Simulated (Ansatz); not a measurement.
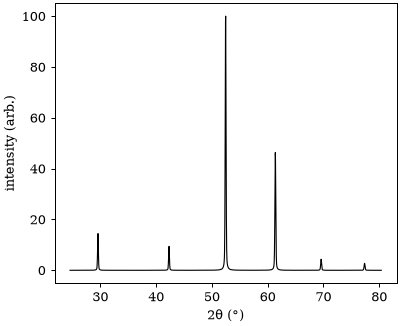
Simulated powder pattern, Fe Kα, λ = 1.93735 Å

The pattern belongs to a structure relaxed with DFT-r²SCAN in the program Ansatz with PAW potentials.

Problem. Which of these materials gives this?
A. Cu3Sb, P6/mmm (Sb on 1a, Cu on 1b, Cu on 2c)
B. MgCu3H, anti-perovskite
C. MgF2, P3_221 (Mg on 3a, F on 6c)
D. NbHO3, Pmm2 (Pearson symbol oP5)

Solution. B, MgCu3H, anti-perovskite

Space group Pm-3m (anti-perovskite). The start of the workflow was typed in or built on a structure type; neither database checked (COD, Materials Project) lists it. Its standing as an ambient phase is unchecked. The r²SCAN relaxation kept the symmetry of its start; whether a distortion lowers the energy is not shown. No spin polarisation was allowed.

Potentials: the earlier of the program's two PAW sets.
